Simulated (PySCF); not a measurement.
Vertical excitations of a molecule C5H5N from TDA-CAM-B3LYP/def2-SVPD (PySCF), as energy in eV (oscillator strength): 5.08 (0.006), 5.39 (0.000), 5.69 (0.040), 6.67 (0.021), 7.47 (0.000), 7.60 (0.000), 7.97 (0.779), 7.98 (0.000), 8.03 (0.841), 8.04 (0.060). Lowest triplet (TDA): 4.24 eV. The structure is a stationary point at ωB97X-D3(BJ)/def2-SVP. The values are those of a single conformer.

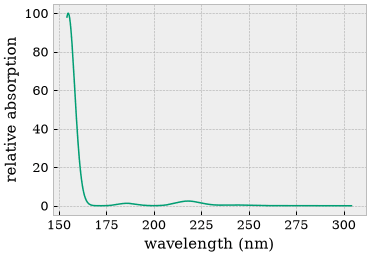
Figure: The lines broadened by 0.4 eV.

Which structure fits?
(A) c1ccncc1
(B) C=C/C=C/C#N
(C) C#CC(N)C#C
(D) C=C=CCC#N

A, c1ccncc1
